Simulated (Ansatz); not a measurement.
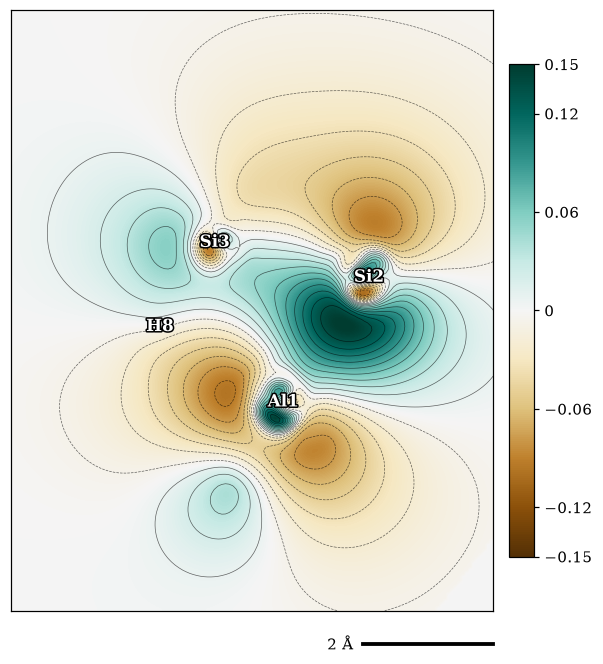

Figure 1: AlH₅Si₂. The LUMO on the plane of atoms Si2, Al1 and Si3 (values in Å⁻³ᐟ²; the overall sign is arbitrary).

Geometry: B3LYP-D3(BJ)/def2-SVP.

Computed with isolated molecule in a Gaussian basis; Kohn-Sham density functional theory, functional PBE0 in Ansatz 0.2.0.

```xyz
8

Al   -0.3885   -1.2064   -0.7105
Si   -2.1432   -1.0791   -2.2221
Si   -1.9022    0.9715   -0.9477
H     0.4693   -1.5403    0.5802
H    -2.2148   -1.7233   -0.7102
H    -3.0860    1.4470   -0.1718
H    -1.3392    2.0918   -1.7539
H    -0.8408    0.7835    0.1629
```

Where does this orbital lie, and at what energy?

Its weight (Hirshfeld) is mainly on Al1 (about 55 %), Si2 (about 25 %), Si3 (about 5 %) and H4 (about 5 %). Its energy is −1.69 eV.
